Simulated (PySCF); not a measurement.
Potential energy curve for CS, singlet.

- RKS-B3LYP = PySCF with restricted B3LYP/6-31G
- RHF/6-31G (PySCF)
- RKS-wB97X-V = restricted wB97X-V/6-31G run with PySCF 2.14.0

Magnitude of the dipole moment (D; its direction can reverse along the curve, and a method can change to another solution) and Mulliken charge of the fragment that holds C1:

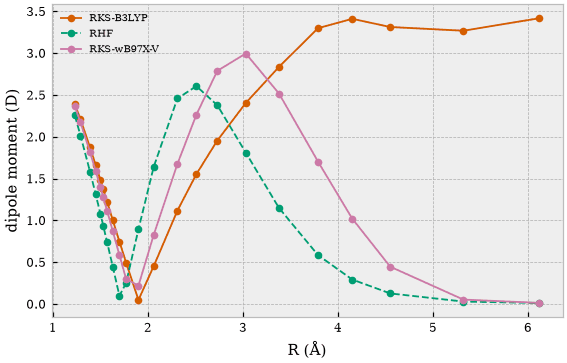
*Dipole moment against bond length.*

```
R / Å  μ RKS-B3LYP  q RKS-B3LYP  μ RHF  q RHF  μ RKS-wB97X-V  q RKS-wB97X-V
-----  -----------  -----------  -----  -----  -------------  -------------
1.23          2.39        -0.11   2.26  -0.11           2.37          -0.12
1.29          2.21        -0.14   2.02  -0.11           2.17          -0.13
1.39          1.87        -0.17   1.58  -0.12           1.82          -0.15
1.45          1.66        -0.18   1.31  -0.11           1.59          -0.16
1.50          1.48        -0.18   1.08  -0.11           1.40          -0.16
1.53          1.37        -0.18   0.93  -0.10           1.28          -0.15
1.57          1.22        -0.17   0.74  -0.09           1.12          -0.15
1.63          1.00        -0.16   0.45  -0.08           0.87          -0.13
1.70          0.75        -0.13   0.10  -0.05           0.58          -0.11
1.77          0.50        -0.11   0.25  -0.02           0.30          -0.08
1.90          0.05        -0.05   0.89   0.05           0.22          -0.02
2.06          0.45         0.02   1.64   0.13           0.82           0.05
2.31          1.12         0.10   2.46   0.21           1.68           0.15
2.51          1.55         0.15   2.61   0.22           2.26           0.20
2.73          1.95         0.18   2.38   0.19           2.79           0.23
3.03          2.40         0.19   1.81   0.14           3.00           0.22
3.38          2.84         0.20   1.15   0.08           2.52           0.17
3.79          3.30         0.19   0.58   0.03           1.70           0.10
4.15          3.41         0.18   0.29   0.01           1.02           0.05
4.55          3.31         0.15   0.13   0.00           0.45           0.02
5.32          3.27         0.13   0.03   0.00           0.05           0.00
6.12          3.42         0.12   0.01   0.00           0.01           0.00
```

At the longest distance RKS-B3LYP leaves fractional charges on the fragments, a sign of delocalisation error or of the restricted form. The restricted form behind RKS-B3LYP, RHF, RKS-wB97X-V keeps the bonding electrons paired and can't separate into open-shell fragments.
